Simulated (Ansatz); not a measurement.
**FH₃HfO₂Se: how energies converge with the basis set**

How large a basis does FH₃HfO₂Se need? Two functionals are run in growing sets.

Method: one geometry, several basis sets; program: Ansatz 0.2.0, Gaussian basis.

Plan: PBE0-D4/def2-SVP; ωB97M-V/def2-SVP; PBE0-D4/def2-QZVPP; ωB97M-V/def2-QZVPP; the functionals' def2-TZVPP values are taken from earlier runs.

**1. The geometry**

All runs share one geometry, relaxed beforehand with PBE0-D4 in a triple-zeta def2 set. Hf takes the def2 core potential; no spin-orbit term is included.

SMILES `[OH][Hf]([OH])([F])[SeH]`, 8 atoms, charge 0, spin multiplicity 1.

Atoms are counted from 1 here; the program's logs count them from 0.

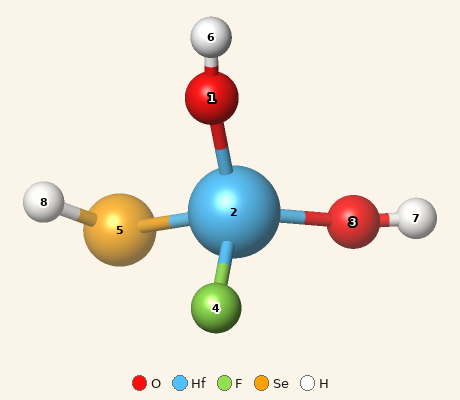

The structure; oxygen red, hafnium blue, fluorine green, selenium orange, hydrogen white; atoms are numbered from 1 in the order of the file.

**2. PBE0-D4 in def2-SVP**

Input file in.yaml:

```yaml
crystal:
  periodic: [false, false, false]
  atoms:
    - {symbol: O, position_ang: [-0.775261, 1.354384, 0.763006]}
    - {symbol: Hf, position_ang: [-0.049523, -0.316008, 0.199742]}
    - {symbol: O, position_ang: [1.752453, -0.608635, 0.738300]}
    - {symbol: F, position_ang: [-1.172139, -1.696583, 0.897620]}
    - {symbol: Se, position_ang: [-0.006757, -0.409842, -2.401262]}
    - {symbol: H, position_ang: [-0.965603, 2.228618, 1.086328]}
    - {symbol: H, position_ang: [2.609544, -0.637209, 1.151043]}
    - {symbol: H, position_ang: [-1.392714, 0.085266, -2.434767]}
basis:
  gaussian: {orbitals: def2-SVP}
hamiltonian: {xc: pbe0, dispersion: d4}
output: {orbitals: {seedname: orbitals}}
```

Started as:

```
$ ansatz run in.yaml --threads 4 --pin off --events-out ev --progress --plain --max-ram 10444MiB
```

The program printed:

```text
Functional definition: PBE0
  name "PBE0"
  cite "Adamo & Barone, J. Chem. Phys. 110, 6158 (1999) doi:10.1063/1.478522"
  cite "Perdew, Burke & Ernzerhof, Phys. Rev. Lett. 77, 3865 (1996) doi:10.1103/PhysRevLett.77.3865"
  parent pbe
  parameter a = 0.25
  parameter kappa = 0.804
  parameter beta = 0.06672455060314922
  exchange = (1 - a)*pbe_x(kappa = kappa, mu = beta*pi^2/3) + a*exact_x
  correlation = pbe_c(beta = beta)
1172 factors; integrals over basis functions are off by at most 1.1e-3 eV
mean field evaluation 1: about -73484.2907 eV, gradient 7.9e1 eV
mean field evaluation 2: about -73444.0556 eV, gradient 1.7e2 eV
mean field evaluation 4: about -73494.8638 eV, gradient 6.1e0 eV
mean field evaluation 8: about -73495.0657 eV, gradient 7.9e-1 eV
mean field evaluation 16: about -73495.0672 eV, gradient 7.5e-4 eV
mean field -73495.06715379 eV, -2700.8939011559 hartree, gradient 3.3e-5 eV, S^2 0.000000; 0 other end points of the search recorded, 0 dependent functions left out
reference -73495.06720850 eV, -2700.8939031664 hartree; 37, 37 occupied and 84, 84 virtual orbitals, 1172 factors
Total energy: -73495.20972187 eV, -2700.8991404362 hartree
```

Wall time 2.5 s (4 threads of Intel Xeon Platinum 8259CL at 2.50GHz, shared host); peak memory 0.3 GiB.

**3. ωB97M-V in def2-SVP**

Edit in.yaml of step 2 so:

```diff
@@ -13,3 +13,3 @@
   gaussian: {orbitals: def2-SVP}
-hamiltonian: {xc: pbe0, dispersion: d4}
+hamiltonian: {xc: {name: wB97M-V}}
 output: {orbitals: {seedname: orbitals}}
```

The command is unchanged.

The program printed (excerpt; [...] marks lines left out):

```text
Functional definition: wB97M-V
  name "wB97M-V"
  cite "Mardirossian & Head-Gordon, J. Chem. Phys. 144, 214110 (2016) doi:10.1063/1.4952647"
  cite "Becke, J. Chem. Phys. 107, 8554 (1997) doi:10.1063/1.475007"
  cite "Vydrov & Van Voorhis, J. Chem. Phys. 133, 244103 (2010) doi:10.1063/1.3521275"
  # Of w^i u^j: cxij and so on, Table III.
[...]
  gx(w, u) = 1 - cx + cx01*u + cx10*w
  gss(w, u) = css00 + css04*u^4 + css10*w + css20*w^2 + css43*w^4*u^3
  gos(w, u) = cos00 + cos10*w + (cos20 + cos21*u)*w^2 + (cos60 + cos61*u)*w^6
[...]
      + integral(e_c_pw_mod_opposite_spin*gos(b97_w_opposite, b97_u_opposite)) + vv10(b, c)
1172 factors; integrals over basis functions are off by at most 1.1e-3 eV
261 factors; integrals over basis functions are off by at most 2.3e-5 eV
[...]
mean field -73502.33922211 eV, -2701.1611447377 hartree, gradient 6.2e-5 eV, S^2 0.000000; 0 other end points of the search recorded, 0 dependent functions left out
reference -73502.33930891 eV, -2701.1611479276 hartree; 37, 37 occupied and 84, 84 virtual orbitals, 1172 factors
Total energy: -73502.33930891 eV, -2701.1611479276 hartree
```

Run time: 8 s. Hardware: 4 threads of Intel Xeon Platinum 8259CL at 2.50GHz, shared host; peak memory 0.46 GiB.

**4. PBE0-D4 in def2-QZVPP**

Edit in.yaml of step 3 so:

```diff
@@ -12,4 +12,4 @@
 basis:
-  gaussian: {orbitals: def2-SVP}
-hamiltonian: {xc: {name: wB97M-V}}
+  gaussian: {orbitals: "def2-QZVPP.json"}
+hamiltonian: {xc: pbe0, dispersion: d4}
 output: {orbitals: {seedname: orbitals}}
```

Same command.

The program printed:

```text
Functional definition: PBE0
  name "PBE0"
  cite "Adamo & Barone, J. Chem. Phys. 110, 6158 (1999) doi:10.1063/1.478522"
  cite "Perdew, Burke & Ernzerhof, Phys. Rev. Lett. 77, 3865 (1996) doi:10.1103/PhysRevLett.77.3865"
  parent pbe
  parameter a = 0.25
  parameter kappa = 0.804
  parameter beta = 0.06672455060314922
  exchange = (1 - a)*pbe_x(kappa = kappa, mu = beta*pi^2/3) + a*exact_x
  correlation = pbe_c(beta = beta)
1768 factors; their error is unknown
mean field evaluation 1: about -73500.7685 eV, gradient 9.1e1 eV
mean field evaluation 2: about -73450.3992 eV, gradient 1.9e2 eV
mean field evaluation 4: about -73513.3865 eV, gradient 8.6e0 eV
mean field evaluation 8: about -73513.5358 eV, gradient 2.8e-1 eV
mean field evaluation 16: about -73513.7517 eV, gradient 3.9e-4 eV
mean field -73513.75166565 eV, -2701.5805443022 hartree, gradient 4.1e-5 eV, S^2 0.000000; 0 other end points of the search recorded, 0 dependent functions left out
reference -73513.75170271 eV, -2701.5805456641 hartree; 37, 37 occupied and 394, 394 virtual orbitals, 1768 factors
Total energy: -73513.89421608 eV, -2701.5857829338 hartree
```

Wall time 11 s (4 threads of Intel Xeon Platinum 8259CL at 2.50GHz, shared host); peak memory 1.7 GiB.

**5. ωB97M-V in def2-QZVPP**

Edit in.yaml of step 4 so:

```diff
@@ -13,3 +13,3 @@
   gaussian: {orbitals: "def2-QZVPP.json"}
-hamiltonian: {xc: pbe0, dispersion: d4}
+hamiltonian: {xc: {name: wB97M-V}}
 output: {orbitals: {seedname: orbitals}}
```

Same command.

The program printed (excerpt; [...] marks lines left out):

```text
Functional definition: wB97M-V
  name "wB97M-V"
  cite "Mardirossian & Head-Gordon, J. Chem. Phys. 144, 214110 (2016) doi:10.1063/1.4952647"
  cite "Becke, J. Chem. Phys. 107, 8554 (1997) doi:10.1063/1.475007"
  cite "Vydrov & Van Voorhis, J. Chem. Phys. 133, 244103 (2010) doi:10.1063/1.3521275"
  # Of w^i u^j: cxij and so on, Table III.
[...]
  gx(w, u) = 1 - cx + cx01*u + cx10*w
  gss(w, u) = css00 + css04*u^4 + css10*w + css20*w^2 + css43*w^4*u^3
  gos(w, u) = cos00 + cos10*w + (cos20 + cos21*u)*w^2 + (cos60 + cos61*u)*w^6
[...]
      + integral(e_c_pw_mod_opposite_spin*gos(b97_w_opposite, b97_u_opposite)) + vv10(b, c)
1690 factors; their error is unknown
359 factors; integrals over basis functions are off by at most 1.0e-5 eV
[...]
mean field -73521.12640814 eV, -2701.8515610898 hartree, gradient 5.0e-5 eV, S^2 0.000000; 0 other end points of the search recorded, 0 dependent functions left out
reference -73521.12646796 eV, -2701.8515632881 hartree; 37, 37 occupied and 394, 394 virtual orbitals, 1690 factors
Total energy: -73521.12646796 eV, -2701.8515632881 hartree
```

Run time: 21 s. Hardware: 4 threads of Intel Xeon Platinum 8259CL at 2.50GHz, shared host; peak memory 2 GiB.

**6. Density functionals: the series**

The def2-TZVPP values come from earlier runs at the same geometry.

```tsv
functional	basis	functions	energy (eV)	from the largest (eV)	HOMO (eV)	LUMO (eV)
PBE0-D4	def2-SVP	121	-73495.2097	18.684	-6.82	-0.38
PBE0-D4	def2-TZVPP	239	-73512.1193	1.775	-6.94	-0.49
PBE0-D4	def2-QZVPP	431	-73513.8942	0.000	-6.97	-0.62
ωB97M-V	def2-SVP	121	-73502.3393	18.787	-8.92	1.00
ωB97M-V	def2-TZVPP	239	-73519.4218	1.705	-9.05	0.81
ωB97M-V	def2-QZVPP	431	-73521.1265	0.000	-9.09	0.34
```

**7. What came out**

```
                                       quantity           value
PBE0-D4: double and triple zeta above quadruple  18.68, 1.77 eV
ωB97M-V: double and triple zeta above quadruple  18.79, 1.70 eV
```

What this shows: For PBE0-D4 the step from double to triple zeta gains 16.91 eV and the next only 1.77 eV. Total energies overstate the basis error of differences, where much of it tends to cancel. The LUMO of ωB97M-V is positive and keeps falling with the basis (1.00 to 0.34 eV): an unbound level that the basis holds in place.

For PBE0-D4 the largest set took about 4 times as long as the smallest (11 s against 2.5 s).
